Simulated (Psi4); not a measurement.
# wB97X/def2-TZVPPD run of As2 (SMILES [As]#[As])

Aim: the vertical electron affinity of As2 at wB97X/def2-TZVPPD, from 2 runs. 

The calculation is run with Psi4 1.11.

3 further runs of the same task are left out: 3 set aside as unsound or not needed.

## (1) The structure to begin with

The species is As2 (2 atoms), meant as a singlet with charge 0. SMILES: `[As]#[As]`. The coordinates come from a PBE0-D4/def2-TZVP relaxation.

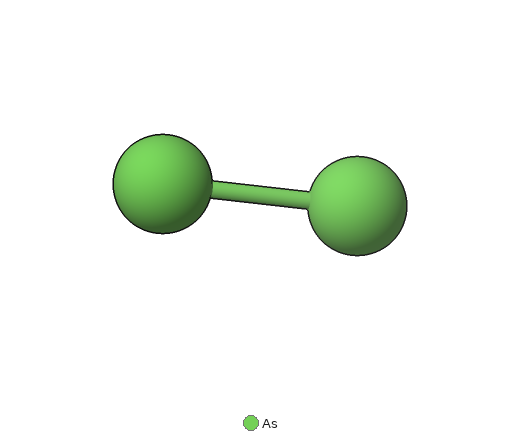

Viewed from a chosen angle; arsenic green.

## (2) Energy and gradient at wB97X/def2-TZVPPD

calc.in reads:

```
memory 2200 mb

molecule {
  0 1
  As     0.000000     0.000000     0.002480
  As     0.000000     0.000000     2.091490
  units angstrom
  symmetry c1
}

set basis def2-TZVPPD
set reference rks
set puream true
set e_convergence 1e-09
set d_convergence 1e-08
set scf_type pk
set dft_radial_points 99
set dft_spherical_points 590

result, w = gradient('wb97x', return_wfn=True)
oeprop(w, 'LOWDIN_CHARGES', 'MAYER_INDICES', 'QUADRUPOLE')
print_variables()
```

Launch:

```
$ psi4 -i calc.in -o calc.out -n 1
```

calc.out:

```text
[...]
  Running in c1 symmetry.
[...]
  Nuclear repulsion =  275.859848645832244
[...]
  Multiplicity = 1
[...]
  Nalpha       = 33
  Nbeta        = 33
[...]
    Number of basis functions: 108
[...]
   @RKS iter   1: -4469.87060115301938   -4.74032e+00   3.38327e-02 DIIS/ADIIS
[...]
   @RKS iter  10: -4471.83005076350310   -6.36646e-12   1.17482e-09 DIIS
[...]
    Orbital Energies [Eh]
    ---------------------
    Doubly Occupied:
       1A   -425.673503     2A   -425.673494     3A    -53.872687
       4A    -53.872652     5A    -48.161318     6A    -48.161318
       7A    -48.161299     8A    -48.161299     9A    -48.159026
      10A    -48.158995    11A     -7.104059    12A     -7.103894
      13A     -5.165857    14A     -5.165857    15A     -5.165727
      16A     -5.165727    17A     -5.160463    18A     -5.159182
      19A     -1.766521    20A     -1.763960    21A     -1.763959
      22A     -1.762955    23A     -1.762954    24A     -1.761955
      25A     -1.761955    26A     -1.755898    27A     -1.755898
      28A     -1.751253    29A     -0.789806    30A     -0.582112
      31A     -0.367880    32A     -0.349141    33A     -0.349141
[...]
  @RKS Final Energy: -4471.83005076350310
   => Energetics <=
    Nuclear Repulsion Energy =            275.8598486458322441
    One-Electron Energy =               -6779.1133637574839668
    Two-Electron Energy =                2162.8642491487921689
    DFT Exchange-Correlation Energy =    -131.4407848006426889
    Empirical Dispersion Energy =           0.0000000000000000
    VV10 Nonlocal Energy =                  0.0000000000000000
    Total Energy =                      -4471.8300507635030954
[...]
  -Total Gradient:
     Atom            X                  Y                   Z
    ------   -----------------  -----------------  -----------------
       1       -0.000000000000    -0.000000000000    -0.015458017044
       2        0.000000000001     0.000000000000     0.015458017045
[...]
 Multipole Moments:
 ------------------------------------------------------------------------------------
     Multipole            Electronic (a.u.)      Nuclear  (a.u.)        Total (a.u.)
 ------------------------------------------------------------------------------------
 L = 1.  Multiply by 2.5417464519 to convert [e a0] to [Debye]
 Dipole X            :         -0.0000000            0.0000000           -0.0000000
 Dipole Y            :          0.0000000            0.0000000            0.0000000
 Dipole Z            :          0.0000000            0.0000000            0.0000000
 Magnitude           :                                                    0.0000000
 L = 2.  Multiply by 1.3450342976 to convert [e a0^2] to [Debye ang]
 Quadrupole XX       :        -26.5726331            0.0000000          -26.5726331
 Quadrupole XY       :          0.0000000            0.0000000            0.0000000
[...]
```

Run time: 81 s. Hardware: 1 thread of AMD EPYC 7R43 (Zen 3), shared host; peak memory 0.9 GiB.

## (3) The doublet anion at the same level

input.inp reads:

```
memory 2.2 GB

molecule m {
  -1 2
  As     0.000000     0.000000     0.002480
  As     0.000000     0.000000     2.091490
  symmetry c1
}

set {
  reference uks
  puream true
  e_convergence 1e-09
  d_convergence 1e-08
  scf_type pk
  dft_radial_points 99
  dft_spherical_points 590
  maxiter 100
}

result, w = gradient('wb97x/def2-TZVPPD', return_wfn=True)
oeprop(w, 'QUADRUPOLE', 'DIPOLE', 'MULLIKEN_CHARGES', title='WB97X')
```

Launch:

```
$ psi4 input.inp input.out -n 1
```

input.out:

```text
[...]
  Running in c1 symmetry.
[...]
  Nuclear repulsion =  275.859848645832244
[...]
  Multiplicity = 2
[...]
  Nalpha       = 34
  Nbeta        = 33
[...]
    Number of basis functions: 108
[...]
   @UKS iter   1: -4469.60669279075228   -4.47641e+00   3.47933e-02 DIIS/ADIIS
[...]
   @UKS iter  10: -4471.85486097873581   -3.91083e-11   8.40289e-09 DIIS
[...]
   @S^2 Observed:                7.581027636E-01
[...]
  @UKS Final Energy: -4471.85486097873581
   => Energetics <=
    Nuclear Repulsion Energy =            275.8598486458322441
    One-Electron Energy =               -6795.1506969156216655
    Two-Electron Energy =                2178.9815800860487798
    DFT Exchange-Correlation Energy =    -131.5455927949951729
    Empirical Dispersion Energy =           0.0000000000000000
    VV10 Nonlocal Energy =                  0.0000000000000000
    Total Energy =                      -4471.8548609787358146
[...]
  -Total Gradient:
     Atom            X                  Y                   Z
    ------   -----------------  -----------------  -----------------
       1       -0.000000000001     0.000000000002     0.035259545605
       2        0.000000000001    -0.000000000000    -0.035259545608
[...]
 Multipole Moments:
 ------------------------------------------------------------------------------------
     Multipole            Electronic (a.u.)      Nuclear  (a.u.)        Total (a.u.)
 ------------------------------------------------------------------------------------
 L = 1.  Multiply by 2.5417464519 to convert [e a0] to [Debye]
 Dipole X            :          0.0000000            0.0000000            0.0000000
 Dipole Y            :          0.0000000            0.0000000            0.0000000
 Dipole Z            :          0.0000000            0.0000000            0.0000000
 Magnitude           :                                                    0.0000000
 L = 2.  Multiply by 1.3450342976 to convert [e a0^2] to [Debye ang]
 Quadrupole XX       :        -29.9074872            0.0000000          -29.9074872
 Quadrupole XY       :          0.2719443            0.0000000            0.2719443
[...]
  Mulliken Charges: (a.u.)
   Center  Symbol    Alpha    Beta     Spin     Total
       1    AS    17.00000 16.50000  0.50000 -0.50000
       2    AS    17.00000 16.50000  0.50000 -0.50000
   Total alpha = 34.00000, Total beta = 33.00000, Total charge = -1.00000
    Psi4 run time: 0:01:21.71
```

It took 84 s on 1 thread of AMD EPYC 7R43 (Zen 3), shared host; peak memory 0.9 GiB.

## (4) What came out

Level: wB97X/def2-TZVPPD.

```
                                         quantity           value
                        singlet As2: total energy  -4471.83005 Eh
                       singlet As2: dipole moment          0.00 D
                         singlet As2: HOMO energy        -9.50 eV
                         singlet As2: LUMO energy        -0.71 eV
                       singlet As2: HOMO–LUMO gap         8.79 eV
            singlet As2: largest force on an atom      0.795 eV/Å
                      doublet anion: total energy  -4471.85486 Eh
doublet anion: HOMO energy (highest over α and β)        -0.67 eV
 doublet anion: LUMO energy (lowest over α and β)         4.87 eV
                              doublet anion: ⟨S²⟩           0.758
          doublet anion: largest force on an atom      1.813 eV/Å
vertical electron affinity (to the doublet anion)        0.675 eV
```

At fixed nuclei the extra electron is bound by 0.68 eV (15.6 kcal/mol). The largest force (singlet As2) is 0.79 eV/Å: the shape isn't a stationary point for this species at this level.
